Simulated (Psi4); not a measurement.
## Single-point calculation, with input and output: S$_{2}$F$_{2}$

S$_{2}$F$_{2}$ (Difluorodisulfane), multiplicity 3, set up with SCAN/6-311+G**, UKS (Psi4 1.11).

The geometry is that of the parent species in another charge or spin state. The geometry comes from this level: PBE0-D4/def2-TZVP.

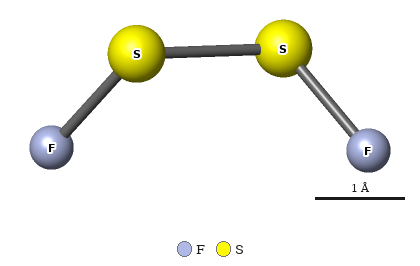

Fig. 1: The input geometry (ball-and-stick view, seen on its broad side). Bond lengths as drawn: F–S 1.63 Å and S–S 1.89 Å.

### Input file (f2s2.inp)
```
memory 1600 mb

molecule system {
  0 3
  F     -1.783750    -0.199930    -0.621590
  S     -0.467670     0.764150    -0.632370
  S      1.044990    -0.276390    -0.184720
  F      1.206410    -0.287820     1.438680
  symmetry c1
}

set {
  basis                6-311+G**
  reference            uks
  puream               true
  scf_type             cd
  dft_radial_points    99
  dft_spherical_points 590
  cholesky_tolerance   1e-05
  maxiter              100
}

e, wfn = energy("scan", return_wfn=True)
print_variables()
```

Machine: 1 thread of Intel Xeon @ 2.70GHz, 189 GiB of memory available, shared host.

Command:
```bash
psi4 f2s2.inp f2s2.out -n 1
```

### Output
```
Psi4 1.11 release

   => Loading Basis Set <=

    Name: 6-311+G**
    Role: ORBITAL
    Keyword: BASIS

         ---------------------------------------------------------
                                   SCF
                              UKS Reference
                        1 Threads,   1525 MiB Core
         ---------------------------------------------------------

  ==> Geometry <==

    Molecular point group: c1
    Full point group: C1

    Geometry (in Angstrom), charge = 0, multiplicity = 3:

       Center              X                  Y                   Z               Mass
    ------------   -----------------  -----------------  -----------------  -----------------
         F           -1.857219769958    -0.262007372986    -0.517601813373    18.998403162730
         S           -0.541139769958     0.702072627014    -0.528381813373    31.972071174400
         S            0.971520230042    -0.338467372986    -0.080731813373    31.972071174400
         F            1.132940230042    -0.349897372986     1.542668186627    18.998403162730

  Running in c1 symmetry.

  Rotational constants: A =      0.37924  B =      0.09241  C =      0.08556 [cm^-1]
  Rotational constants: A =  11369.40702  B =   2770.44703  C =   2565.10315 [MHz]
  Nuclear repulsion =  230.128319113788450

  Charge       = 0
  Multiplicity = 3
  Electrons    = 50
  Nalpha       = 26
  Nbeta        = 24

  ==> Algorithm <==

  SCF Algorithm Type is CD.
  DIIS enabled.
  MOM disabled.
  Fractional occupation disabled.
  Guess Type is SAD.
  Energy threshold   = 1.00e-06
  Density threshold  = 1.00e-06
  Integral threshold = 1.00e-12

  ==> Primary Basis <==

  Basis Set: 6-311+G**
    Blend: 6-311+G**
    Number of shells: 48
    Number of basis functions: 104
    Number of Cartesian functions: 108
    Spherical Harmonics?: true
    Max angular momentum: 2

  ==> DFT Potential <==

   => LibXC <=

    Version 7.1.2

   => Composite Functional: SCAN <=

    Deriv               =              1
    GGA                 =           TRUE
    Meta                =           TRUE

    Exchange Hybrid     =          FALSE
    MP2 Hybrid          =          FALSE

   => Exchange Functionals <=

    1.0000   XC_MGGA_X_SCAN

   => Correlation Functionals <=

    1.0000   XC_MGGA_C_SCAN

   => LibXC Density Thresholds  <==

    XC_MGGA_C_SCAN:  1.00E-15
    XC_MGGA_X_SCAN:  1.00E-15

   => Molecular Quadrature <=

    Radial Scheme          =       TREUTLER
    Pruning Scheme         =           NONE
    Nuclear Scheme         =       TREUTLER

    Blocking Scheme        =         OCTREE
    BS radius alpha        =              1
    Pruning alpha          =              1
    Radial Points          =             99
    Spherical Points       =            590
    Total Points           =         227371
    Total Blocks           =           1746
    Max Points             =            256
    Max Functions          =             92
    Weights Tolerance      =       1.00E-15

  ==> Integral Setup <==

RuntimeError:
Fatal Error: Disk algorithm for CD JK not implemented.

Printing out the relevant lines from the Psithon --> Python processed input file:
    core.set_global_option("SCF_TYPE", "cd")
    core.set_global_option("DFT_RADIAL_POINTS", 99)
    core.set_global_option("DFT_SPHERICAL_POINTS", 590)
    core.set_global_option("CHOLESKY_TOLERANCE", 1e-05)
    core.set_global_option("MAXITER", 100)
--> e, wfn = energy("scan", return_wfn=True)
    print_variables()

!----------------------------------------------------------------------------------!
!                                                                                  !
! Fatal Error: Disk algorithm for CD JK not implemented.                           !
!                                                                                  !
!----------------------------------------------------------------------------------!

    Psi4 run time: 0:00:00.66
```

### Outcome

| quantity | value |
| --- | --- |
| outcome | refused by the program |

### Diagnosis

The program refused the input: “Fatal Error: Disk algorithm for CD JK not implemented.”
